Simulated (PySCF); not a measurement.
**C4H10Cl2O2Ti: excited-state calculation**

System: C4H10Cl2O2Ti (Ti(OEt)2Cl2).
Method: TDDFT wB97X-D/def2-SVPD, vertical, gas phase, core orbitals frozen in the response (PySCF 2.14.0).

The geometry comes from this level: PBE0-D3(BJ)/def2-SVP. It belongs to a series of runs on one base structure; here: two ligands: Cl to OEt.

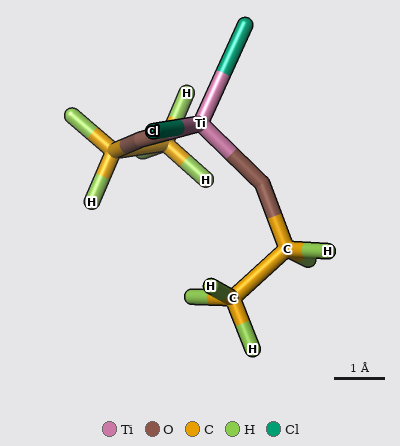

The input geometry (stick view, seen at an oblique angle). Sticks mark near contacts. Bond lengths as drawn: Cl–Ti 2.21 Å, C–C 1.51 Å, C–H 1.10 Å, C–O 1.40 Å and O–Ti 1.73 Å.

Key numbers:

| quantity | value |
| --- | --- |
| outcome | converged |
| total energy | −2078.312519 hartree |
| HOMO | −10.36 eV |
| LUMO | −0.49 eV |
| dipole moment | 5.04 D |
| mean polarisability | 124.97 a.u. |
| lowest singlet excitation | 4.91 eV |
| hardware | 2 CPU threads, shared host |
| wall time | 3.3 min (CPU time 6.9 min) |
| peak memory | 2 GiB |

Input:
```
{"job": {"kind": "uv", "xc": "wB97X-D", "basis": "def2-SVPD", "ip": false, "nstates": 15}, "charge": 0, "multiplicity": 1}
Ti    -1.428574     0.184858    -1.009800
O     -1.355808     0.716155     0.638824
C     -1.116534     0.563033     2.007552
C     -0.876852    -0.888903     2.362085
H     -0.250289     1.189963     2.282747
H     -1.992560     0.958061     2.550592
H     -0.721823    -1.003621     3.445194
H     -1.740510    -1.502017     2.063810
H      0.012938    -1.275223     1.841417
O      0.094449    -0.495405    -1.479878
C      1.468431    -0.595254    -1.711540
C      2.160539     0.727981    -1.466934
H      1.875989    -1.386070    -1.057294
H      1.614920    -0.926330    -2.754451
H      3.237067     0.645973    -1.678644
H      1.733510     1.506616    -2.116591
H      2.034923     1.045159    -0.420558
Cl    -1.841014     1.921141    -2.313710
Cl    -2.971572    -1.392665    -1.098212
```

The first line tells a small driver script what to run in PySCF; the rest is the geometry in Å.

Launch command:
```bash
OMP_NUM_THREADS=2 python <driver script> task.json out
```

The program's output:
```
coarse grid: 75888 points
cycle   1  E = -2077.9437312306  dE =  8.264e-01  |g| = 1.258e+00  |ddm| = 5.902e+00
cycle   2  E = -2073.3209034798  dE =  4.623e+00  |g| = 5.765e+00  |ddm| = 6.956e+00
cycle   3  E = -2078.2527556707  dE = -4.932e+00  |g| = 5.857e-01  |ddm| = 5.122e+00
cycle   4  E = -2078.3028435589  dE = -5.009e-02  |g| = 2.091e-01  |ddm| = 6.638e-01
cycle   5  E = -2078.3127447542  dE = -9.901e-03  |g| = 4.264e-02  |ddm| = 4.806e-01
cycle   6  E = -2078.3131491766  dE = -4.044e-04  |g| = 1.223e-02  |ddm| = 7.916e-02
cycle   7  E = -2078.3131917771  dE = -4.260e-05  |g| = 2.876e-03  |ddm| = 2.989e-02
cycle   8  E = -2078.3131948171  dE = -3.040e-06  |g| = 9.319e-04  |ddm| = 7.643e-03
final grid: 157720 points
cycle   9  E = -2078.3125180006  dE = -1.804e-06  |g| = 1.987e-03  |ddm| = 1.858e-02
cycle  10  E = -2078.3125160368  dE =  1.964e-06  |g| = 3.635e-03  |ddm| = 8.366e-03
cycle  11  E = -2078.3125188781  dE = -2.841e-06  |g| = 4.372e-04  |ddm| = 7.338e-03
cycle  12  E = -2078.3125189193  dE = -4.120e-08  |g| = 1.394e-04  |ddm| = 7.956e-04
cycle  13  E = -2078.3125189245  dE = -5.175e-09  |g| = 6.222e-05  |ddm| = 2.030e-04
cycle  14  E = -2078.3125189263  dE = -1.812e-09  |g| = 2.166e-05  |ddm| = 1.908e-04
cycle  15  E = -2078.3125189265  dE = -1.814e-10  |g| = 1.005e-05  |ddm| = 5.284e-05
```

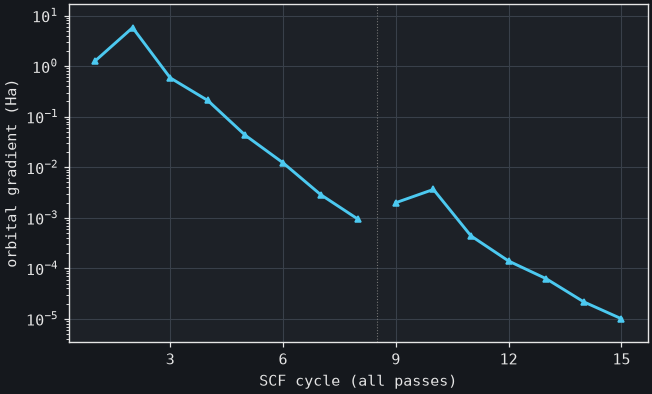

Convergence of the self-consistent field: orbital gradient against the SCF cycle. The dotted line marks the change from a coarse to the final integration grid. The first 8 cycles use a coarse grid, the final grid takes over at cycle 9, and the field converges after 15 cycles in all.

```
converged SCF energy = -2078.3125189265

Static polarisability (au): isotropic 124.968, principal 113.284 128.332 133.288

Singlet excitations
state   eV       nm        f      main configurations
  1   4.9052    252.8   0.00123   H->L 0.47, H->L+1 0.44
  2   4.9586    250.0   0.00012   H-1->L 0.93
  3   5.0349    246.2   0.00322   H-2->L 0.40, H-2->L+1 0.28, H->L 0.15
  4   5.1980    238.5   0.02473   H->L+1 0.33, H->L 0.29, H-2->L 0.14
  5   5.2738    235.1   0.02144   H-1->L+1 0.70, H-2->L 0.08
  6   5.2852    234.6   0.02836   H-2->L+1 0.45, H-2->L 0.26, H-1->L+1 0.10
  7   5.4118    229.1   0.00507   H->L+2 0.52, H-2->L+2 0.26
  8   5.5488    223.4   0.00154   H-1->L+2 0.75
  9   5.6050    221.2   0.00773   H-2->L+2 0.58, H->L+2 0.23, H-3->L 0.09
 10   5.7365    216.1   0.00265   H-4->L 0.63, H-4->L+1 0.15
 11   5.8128    213.3   0.00001   H-3->L+1 0.82
 12   5.8611    211.5   0.01525   H-3->L 0.44, H-1->L+3 0.21
 13   5.9073    209.9   0.00368   H-5->L 0.50, H->L+3 0.17
 14   5.9551    208.2   0.00469   H-5->L+1 0.25, H->L+3 0.23, H-4->L+1 0.16
 15   5.9767    207.4   0.01993   H-1->L+3 0.43, H-3->L 0.18, H-7->L 0.11

Triplet excitations (Tamm-Dancoff, eV): 4.7292 4.7802 4.8111 4.8361
```

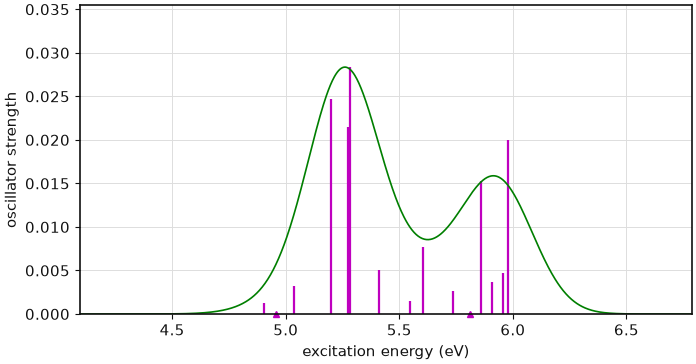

Computed excitations as sticks (degenerate states added up, dark ones marked on the axis), with a Gaussian envelope of 0.35 eV full width at half maximum, scaled to the tallest. Of the 15 states the lowest lies at 4.91 eV (f = 0.001); the strongest line is at 5.29 eV, or 235 nm (f = 0.028).

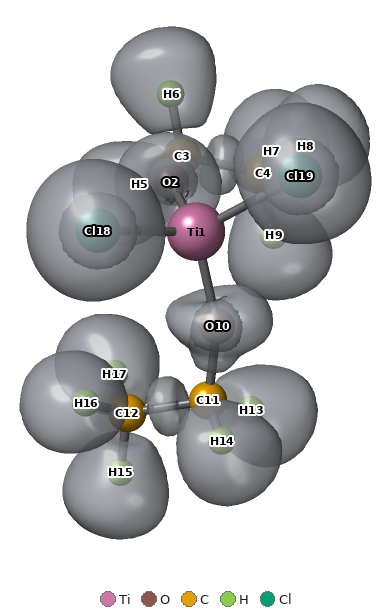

Isosurface of the electron localisation function at 0.75 (grey), seen at an oblique angle. Only the valence region is drawn (cores and ρ < 0.01 e/Å³ removed). Values along the shortest contacts: C–O (1.40 Å): the ELF peaks at about 0.90 between the atoms (a polar covalent bond). C–C (1.51 Å): the ELF peaks at about 0.95 between the atoms, which marks a shared electron pair.

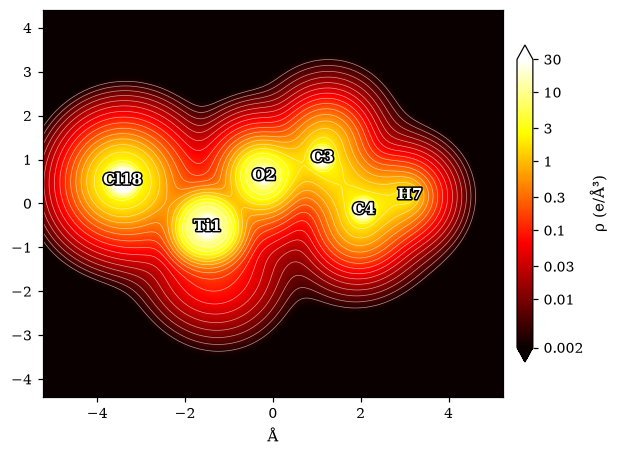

Total electron density on the plane of atoms O2, Ti1 and Cl18. Atoms in the plane: Ti, O, C, H and Cl. C–O (1.40 Å): ρ is about 2.1 e/Å³ halfway, with its minimum of 1.7 e/Å³ about 0.5 Å from C. Ti–Cl (2.21 Å): ρ is about 0.64 e/Å³ halfway. C–H (1.10 Å): ρ at the midpoint is about 1.9 e/Å³.

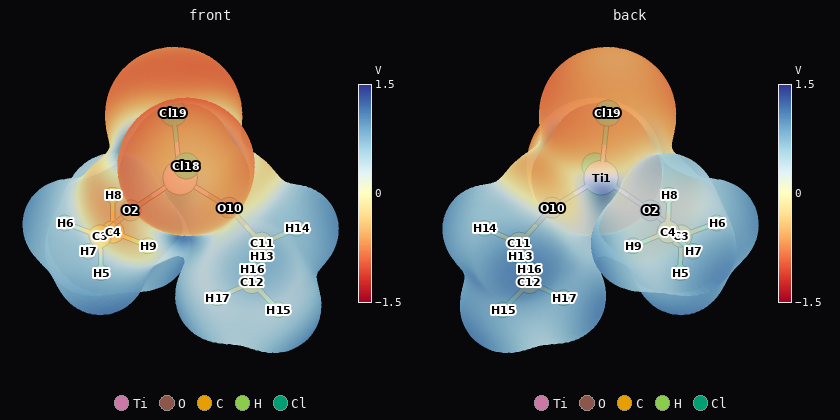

The electrostatic potential painted on the density surface at 0.002 e/bohr³, seen at a tilt and from behind; the colour scale runs from red (negative) to blue (positive). Its dipole moment is 5.04 D.
